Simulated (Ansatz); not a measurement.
**doublet [BClF2]+ at 6 levels**

Wanted: a comparison of 6 runs (U-r2SCAN0/STO-3G, U-revPBE/STO-3G, UB2PLYP/STO-3G, UHSE06/STO-3G, UPBE0/STO-3G, UCCSDT(Q)/STO-3G) of doublet [BClF2]+. 

Program for the calculation: Ansatz 0.2.0.

66 further runs of the same task are left out: 7 that didn't finish, 59 set aside as unsound or not needed.

**1. The molecule**

[BClF2]+: 4 atoms, total charge +1, spin state doublet. As SMILES of the parent species, `FB(F)Cl`. The coordinates come from a PBE0-D4/def2-TZVP relaxation. That shape belongs to the parent species and isn't relaxed for this state.

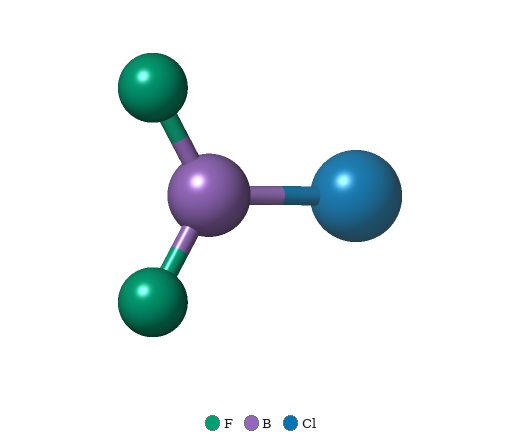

Viewed from a chosen angle; fluorine teal, boron purple, chlorine blue.

**2. The energy at U-r2SCAN0/STO-3G (run 1)**

The input, input.yaml:

```yaml
crystal:
  periodic: [false, false, false]
  atoms:
    - {symbol: F, position_ang: [-0.173700, -1.254300, -0.546300]}
    - {symbol: B, position_ang: [-0.067100, -0.041300, -0.062000]}
    - {symbol: F, position_ang: [-1.011600, 0.830100, -0.317700]}
    - {symbol: Cl, position_ang: [1.307900, 0.405300, 0.905700]}
basis:
  gaussian:
    orbitals: STO-3G
total_charge: 1
magnetization:
  spin_polarized: true
  initial_magnetization: 1
hamiltonian:
  xc: {name: r2SCAN0}
accuracy: high
```

The run is started by

```bash
ansatz run input.yaml --threads 1 --pin off --max-ram 2610MiB --events-out events.jsonl --progress --plain --runs-dir runs
```

The program printed:

```text
Warning: RAYON_NUM_THREADS=1 ignored (pool sized by the plan → 1); use --threads N
Functional definition: r2SCAN0
  name "r2SCAN0"
  parameter a = 0.25
  parameter k0 = 0.174
  parameter k1 = 0.065
  parameter a1 = 4.9479
  exchange = (1 - a)*r2scan_x(k0 = k0, k1 = k1, a1 = a1) + a*exact_x
  correlation = r2scan_c
443 factors; integrals over basis functions are off by at most 3.2e-8 eV
mean field evaluation 1: about -18397.0489 eV, gradient 2.1e1 eV
mean field evaluation 2: about -18385.0581 eV, gradient 5.0e1 eV
mean field evaluation 4: about -18400.4870 eV, gradient 3.7e0 eV
mean field evaluation 8: about -18400.5893 eV, gradient 1.6e-1 eV
mean field evaluation 16: about -18400.5747 eV, gradient 5.2e-5 eV
mean field evaluation 32: about -18400.5747 eV, gradient 1.8e-8 eV
mean field -18400.57467811 eV, -676.2086470629 hartree, gradient 1.8e-8 eV, S^2 0.752011; 6 other end points of the search recorded, 0 dependent functions left out
reference -18400.57467845 eV, -676.2086470754 hartree; 20, 19 occupied and 4, 5 virtual orbitals, 443 factors
Total energy: -18400.57467845 eV, -676.2086470754 hartree
```

Run time: 9.3 s. Hardware: 1 thread of Arm Neoverse V1, shared host; peak memory 0.24 GiB.

**3. A single-point energy at U-revPBE/STO-3G (run 2)**

The input, input.yaml:

```yaml
basis:
  gaussian: {orbitals: STO-3G}
crystal:
  periodic: [false, false, false]
  atoms:
    - symbol: F
      position_ang: [-0.173700, -1.254300, -0.546300]
    - symbol: B
      position_ang: [-0.067100, -0.041300, -0.062000]
    - symbol: F
      position_ang: [-1.011600, 0.830100, -0.317700]
    - symbol: Cl
      position_ang: [1.307900, 0.405300, 0.905700]
total_charge: 1
magnetization: {spin_polarized: true, initial_magnetization: 1}
hamiltonian: {xc: {name: revPBE}}
accuracy: high
```

The run is started by

```bash
ansatz run input.yaml --threads 1 --pin off --max-ram 2610MiB --events-out events.jsonl --progress --plain --runs-dir runs
```

The program printed:

```text
Warning: RAYON_NUM_THREADS=1 ignored (pool sized by the plan → 1); use --threads N
Functional definition: revPBE
  name "revPBE"
  parameter kappa = 1.245
  parameter beta = 0.06672455060314922
  exchange = pbe_x(kappa = kappa, mu = beta*pi^2/3)
  correlation = pbe_c(beta = beta)
443 factors; integrals over basis functions are off by at most 3.2e-8 eV
mean field evaluation 1: about -18396.5230 eV, gradient 1.8e1 eV
mean field evaluation 2: about -18375.3186 eV, gradient 6.4e1 eV
mean field evaluation 4: about -18398.3155 eV, gradient 1.0e1 eV
mean field evaluation 8: about -18399.5046 eV, gradient 9.9e-1 eV
mean field evaluation 16: about -18399.4742 eV, gradient 1.9e-4 eV
mean field evaluation 32: about -18399.2659 eV, gradient 2.7e0 eV
mean field evaluation 64: about -18398.7706 eV, gradient 1.3e-1 eV
mean field -18399.47424969 eV, -676.1682070647 hartree, gradient 1.4e-8 eV, S^2 0.750751; 8 other end points of the search recorded, 0 dependent functions left out
reference -18399.47425136 eV, -676.1682071261 hartree; 20, 19 occupied and 4, 5 virtual orbitals, 443 factors
Total energy: -18399.47425136 eV, -676.1682071261 hartree
```

It took 4.5 s on 1 thread of Arm Neoverse V1, shared host; peak memory 0.13 GiB.

Runs 3 to 5 aren't shown in full; the table further down has their settings and results.

**4. The energy at UCCSDT(Q)/STO-3G (run 6)**

The input, molecule.yaml:

```yaml
crystal:
  periodic: [false, false, false]
  atoms:
    - {symbol: F, position_ang: [-0.173700, -1.254300, -0.546300]}
    - {symbol: B, position_ang: [-0.067100, -0.041300, -0.062000]}
    - {symbol: F, position_ang: [-1.011600, 0.830100, -0.317700]}
    - {symbol: Cl, position_ang: [1.307900, 0.405300, 0.905700]}
basis:
  gaussian:
    orbitals: STO-3G
total_charge: 1
magnetization:
  spin_polarized: true
  initial_magnetization: 1
correlation:
  method: ccsdt_q
  frozen_orbitals: {B: 1, Cl: 5, F: 1}
accuracy: high
scf:
  omitted_lower_state_checks: [cluster_reference, increment]
```

The run is started by

```bash
ansatz run molecule.yaml --threads 1 --pin off --max-ram 2610MiB --events-out events.jsonl --progress --plain --runs-dir runs
```

The program printed:

```text
Warning: RAYON_NUM_THREADS=1 ignored (pool sized by the plan → 1); use --threads N
[... 14 lines left out ...]
8 core orbitals not correlated: weight in the atoms' cores, before any rotation towards them, 1.000 or more for the frozen orbitals, at most 0.000 for the correlated occupied ones
[... 45 lines left out ...]
Total energy: -18365.69365079 eV, -674.9267929524 hartree
Checks for a lower state left out: cluster_reference, increment
```

Wall time 4.2 s (1 thread of Arm Neoverse V1, shared host); peak memory 0.19 GiB.

**5. The series**

| run | level | frozen core orbitals | energy (Eh) | ⟨S²⟩ | wall time |
| --- | --- | --- | --- | --- | --- |
| 1 | U-r2SCAN0/STO-3G | – | -676.208647 | 0.752 | 9.3 s |
| 2 | U-revPBE/STO-3G | – | -676.168207 | 0.751 | 4.5 s |
| 3 | UB2PLYP/STO-3G | 8 | -675.865921 | 0.751 | 6 s |
| 4 | UHSE06/STO-3G | – | -675.945230 | 0.752 | 4.2 s |
| 5 | UPBE0/STO-3G | – | -675.959786 | 0.752 | 3.6 s |
| 6 | UCCSDT(Q)/STO-3G | 8 | -674.926793 | 0.751 | 4.2 s |

**6. Summary of results**

```
                                          quantity          value
                               run 6: total energy  -674.92679 Eh
run 6: correlation energy (8 core orbitals frozen)     -125.8 mEh
          run 6: ⟨S²⟩ of the reference determinant          0.751
                              run 6: T1 diagnostic          0.037
```

Totals of different functionals can't be ranked against each other. In runs 1, 2, 3, 4, 5, 6 the basis is minimal, so the values are rough. All runs together took 32 s, the longest 9.3 s.
